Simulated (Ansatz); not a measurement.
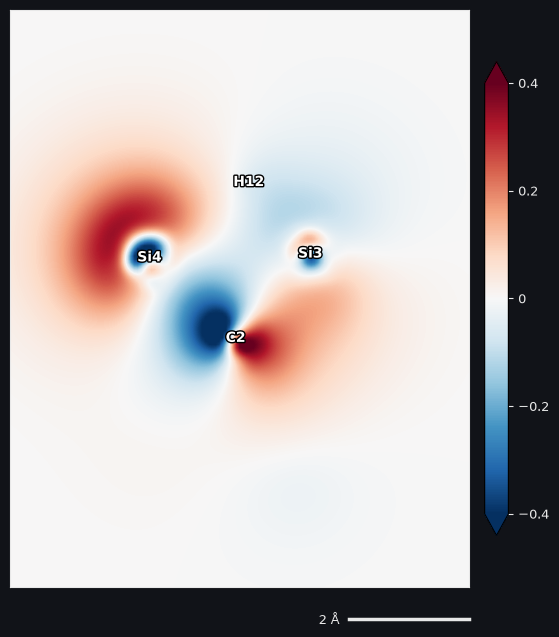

CH₇ClSi₃. The HOMO on the plane of atoms Si3, C2 and Si4 (values in Å⁻³ᐟ²; the overall sign is arbitrary).

Method: Ansatz 0.2.0, RKS PBE/def2-SVP.

```yaml
atoms:
  - { symbol: Si, position_ang: [-1.2998, -0.5569, 1.0362] }
  - { symbol: C, position_ang: [0.2270, 0.4461, 0.5399] }
  - { symbol: Si, position_ang: [1.4633, -0.3116, -0.6468] }
  - { symbol: Si, position_ang: [0.0706, 1.9637, -0.6851] }
  - { symbol: Cl, position_ang: [-1.4066, 1.1591, -2.0234] }
  - { symbol: H, position_ang: [-2.4470, 0.3518, 1.3903] }
  - { symbol: H, position_ang: [-0.9737, -1.3833, 2.2536] }
  - { symbol: H, position_ang: [-1.7278, -1.4846, -0.0638] }
  - { symbol: H, position_ang: [0.7558, 0.8093, 1.4483] }
  - { symbol: H, position_ang: [2.8476, -0.5322, -0.1123] }
  - { symbol: H, position_ang: [0.9552, -1.4389, -1.4892] }
  - { symbol: H, position_ang: [1.6125, 0.9222, -1.6137] }
```

What is the character of this orbital?

Answer. Its weight (Hirshfeld) is mainly on Si4 (about 50 %), Cl5 (about 15 %), C2 (about 15 %) and Si3 (about 5 %). Its energy is −5.68 eV.
